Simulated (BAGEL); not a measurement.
# B2H6O2 (SMILES [BH2-]1[OH+][BH2-][OH+]1): HF/3-21G (density fitting with qzvpp-jkfit)

Aim: the energy change on altering one bond length of B2H6O2 at HF/3-21G (density fitting with qzvpp-jkfit), from 2 runs. 

Program for the calculation: BAGEL 1.2.2.

## 1. Starting point

B2H6O2 has 10 atoms, charge 0, and is taken as a singlet. SMILES: `[BH2-]1[OH+][BH2-][OH+]1`. The shape is that of a PBE0-D4/def2-TZVP optimisation.

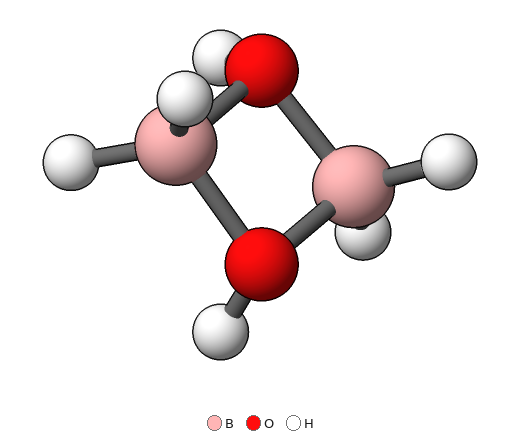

Viewed from a chosen angle; boron pink, oxygen red, hydrogen white.

## 2. The energy at HF/3-21G (density fitting with qzvpp-jkfit)

Contents of job.json:

```json
{ "bagel": [

{
  "title": "molecule",
  "basis": "3-21g",
  "df_basis": "qzvpp-jkfit",
  "angstrom": true,
  "geometry": [
    { "atom": "B", "xyz": [      -0.454300,       0.871100,      -0.485000 ] },
    { "atom": "O", "xyz": [      -1.010100,      -0.446200,       0.134100 ] },
    { "atom": "B", "xyz": [       0.389600,      -0.696200,       0.771200 ] },
    { "atom": "O", "xyz": [       0.974600,       0.554700,       0.049600 ] },
    { "atom": "H", "xyz": [      -0.497800,       0.855800,      -1.688200 ] },
    { "atom": "H", "xyz": [      -0.907900,       1.818900,       0.085900 ] },
    { "atom": "H", "xyz": [      -1.225800,      -1.099300,      -0.535700 ] },
    { "atom": "H", "xyz": [       0.888100,      -1.718000,       0.374900 ] },
    { "atom": "H", "xyz": [       0.345300,      -0.508400,       1.951400 ] },
    { "atom": "H", "xyz": [       1.581300,       0.316300,      -0.655300 ] }
  ]
},

{
  "title": "hf"
},

{
  "title": "print",
  "file": "orbitals.molden",
  "orbitals": true
}

]}
```

Command:

```console
$ BAGEL_NUM_THREADS=1 BAGEL job.json > job.out
```

The program printed:

```text
* using 1 threads per process

  ===============================================================
  ===============================================================

  *** Geometry ***

  { "atom" : "B", "xyz" : [     -0.858503,      1.646140,     -0.916517 ] },
  { "atom" : "O", "xyz" : [     -1.908812,     -0.843196,      0.253412 ] },
  { "atom" : "B", "xyz" : [      0.736237,     -1.315627,      1.457357 ] },
  { "atom" : "O", "xyz" : [      1.841727,      1.048231,      0.093730 ] },
  { "atom" : "H", "xyz" : [     -0.940706,      1.617228,     -3.190236 ] },
  { "atom" : "H", "xyz" : [     -1.715682,      3.437223,      0.162327 ] },
  { "atom" : "H", "xyz" : [     -2.316426,     -2.077376,     -1.012326 ] },
  { "atom" : "H", "xyz" : [      1.678266,     -3.246549,      0.708458 ] },
  { "atom" : "H", "xyz" : [      0.652522,     -0.960737,      3.687612 ] },
  { "atom" : "H", "xyz" : [      2.988224,      0.597720,     -1.238338 ] },

  Number of auxiliary basis functions:      412

  Since a DF basis is specified, we compute 2- and 3-index integrals:
    o Being stored without compression. Storage requirement is 0.008 GB

  Number of basis functions:       48
  Number of electrons      :       32

    * METHOD: MOLECULE                             0.10

  *** RHF ***

  === Nuclear Repulsion ===
   122.5349905246

      * DIIS with orbital gradients will be used.

  === RHF iteration (3-21g) ===
      0       -201.43298061          0.02603528           0.02
      1       -201.52747939          0.01393801           0.02
      2       -201.55208262          0.00207759           0.02
      3       -201.55315886          0.00019977           0.02
      4       -201.55317555          0.00003461           0.02
      5       -201.55317609          0.00000862           0.02
      6       -201.55317612          0.00000220           0.02
      7       -201.55317612          0.00000036           0.02
      8       -201.55317612          0.00000014           0.02
      9       -201.55317612          0.00000007           0.02
     10       -201.55317612          0.00000001           0.02
     11       -201.55317612          0.00000000           0.02
    * SCF iteration converged.

    * Permanent dipole moment:
           (   -0.327192,     0.746515,     1.150902) a.u.

    * METHOD: HF                                   0.25

    * METHOD: PRINT                                0.00

  ===============================================================
```

Run time: 0.48 s. Hardware: 1 thread of Arm Neoverse V2, shared host.

## 3. The distorted shape, same level

Contents of input.json:

```json
{ "bagel": [

{
  "title": "molecule",
  "basis": "3-21g",
  "df_basis": "qzvpp-jkfit",
  "angstrom": true,
  "geometry": [
    { "atom": "B", "xyz": [   -0.432150,    0.777201,   -1.075096 ] },
    { "atom": "O", "xyz": [   -0.987950,   -0.540099,   -0.455996 ] },
    { "atom": "B", "xyz": [    0.411750,   -0.790099,    0.181104 ] },
    { "atom": "O", "xyz": [    0.996750,    0.460801,   -0.540496 ] },
    { "atom": "H", "xyz": [   -0.475650,    0.761901,   -2.278296 ] },
    { "atom": "H", "xyz": [   -0.885750,    1.725001,   -0.504196 ] },
    { "atom": "H", "xyz": [   -1.203650,   -1.193199,   -1.125796 ] },
    { "atom": "H", "xyz": [    0.910250,   -1.811899,   -0.215196 ] },
    { "atom": "H", "xyz": [    0.345300,   -0.508400,    1.951400 ] },
    { "atom": "H", "xyz": [    1.603450,    0.222401,   -1.245396 ] }
  ]
},
{ "title": "hf" },
{ "title": "print", "file": "orbitals.molden", "orbitals": true }

]}
```

Command:

```console
$ BAGEL_NUM_THREADS=1 BAGEL input.json > input.out
```

The program printed:

```text
* using 1 threads per process

  ===============================================================
  ===============================================================

  *** Geometry ***

  { "atom" : "B", "xyz" : [     -0.816645,      1.468697,     -2.031637 ] },
  { "atom" : "O", "xyz" : [     -1.866955,     -1.020639,     -0.861708 ] },
  { "atom" : "B", "xyz" : [      0.778095,     -1.493071,      0.342237 ] },
  { "atom" : "O", "xyz" : [      1.883585,      0.870788,     -1.021389 ] },
  { "atom" : "H", "xyz" : [     -0.898848,      1.439784,     -4.305355 ] },
  { "atom" : "H", "xyz" : [     -1.673825,      3.259779,     -0.952792 ] },
  { "atom" : "H", "xyz" : [     -2.274569,     -2.254819,     -2.127446 ] },
  { "atom" : "H", "xyz" : [      1.720123,     -3.423993,     -0.406662 ] },
  { "atom" : "H", "xyz" : [      0.652522,     -0.960737,      3.687612 ] },
  { "atom" : "H", "xyz" : [      3.030081,      0.420277,     -2.353457 ] },

  Number of auxiliary basis functions:      412

  Since a DF basis is specified, we compute 2- and 3-index integrals:
    o Being stored without compression. Storage requirement is 0.008 GB

  Number of basis functions:       48
  Number of electrons      :       32

    * METHOD: MOLECULE                             0.10

  *** RHF ***

  === Nuclear Repulsion ===
   120.8816830596

      * DIIS with orbital gradients will be used.

  === RHF iteration (3-21g) ===
      0       -201.35315958          0.02614108           0.02
      1       -201.45297502          0.01396044           0.02
      2       -201.47768348          0.00220824           0.02
      3       -201.47897109          0.00023307           0.02
      4       -201.47899509          0.00005074           0.02
      5       -201.47899631          0.00001160           0.02
      6       -201.47899636          0.00000294           0.02
      7       -201.47899637          0.00000056           0.02
      8       -201.47899637          0.00000022           0.02
      9       -201.47899637          0.00000008           0.02
     10       -201.47899637          0.00000002           0.02
     11       -201.47899637          0.00000001           0.02
    * SCF iteration converged.

    * Permanent dipole moment:
           (   -0.317933,     0.769277,     1.637203) a.u.

    * METHOD: HF                                   0.25

    * METHOD: PRINT                                0.00

  ===============================================================
```

Run time: 0.48 s. Hardware: 1 thread of Arm Neoverse V2, shared host.

## 4. Outcome

At HF/3-21G (density fitting with qzvpp-jkfit):

| quantity | value |
| --- | --- |
| first shape: total energy | -201.55318 Eh |
| first shape: dipole moment | 3.58 D |
| first shape: HOMO energy | -11.87 eV |
| first shape: LUMO energy | 5.57 eV |
| first shape: HOMO–LUMO gap | 17.43 eV |
| distorted shape: total energy | -201.47900 Eh |
| distorted shape: dipole moment | 4.67 D |
| distorted shape: HOMO energy | -9.94 eV |
| distorted shape: LUMO energy | 5.31 eV |
| distorted shape: HOMO–LUMO gap | 15.25 eV |
| energy change with the B3–H9 bond stretched from 1.196 to 1.794 Å | 2.019 eV |

With the B3–H9 bond stretched from 1.196 to 1.794 Å the energy rises by 2.02 eV (47 kcal/mol). The first shape isn't relaxed at this level, so the change isn't measured from a minimum.
